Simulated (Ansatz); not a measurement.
The starting structures come from a database of crystals and need not be the phases stable at ambient conditions.

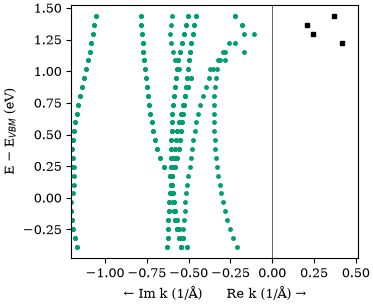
Figure. Complex bands at the centre of the two-dimensional zone; Ansatz (a program for electronic structure) with r2SCAN

The gap is the functional's own. No spin-orbit coupling. Mid-gap values are interpolated on the energy grid.

**Question.** This is VCu3S4 (P-43m, not sure to be the ambient phase, 8 atoms a cell, 19.4 Å³ an atom) along the normal of (001). Read off the slowest decay at the centre of the two-dimensional zone at 0.59 eV, the computed energy nearest the middle of the gap.

**Answer.** κ ≈ 0.35 1/Å, a decay length 1/(2κ) of the density of 1.4 Å.
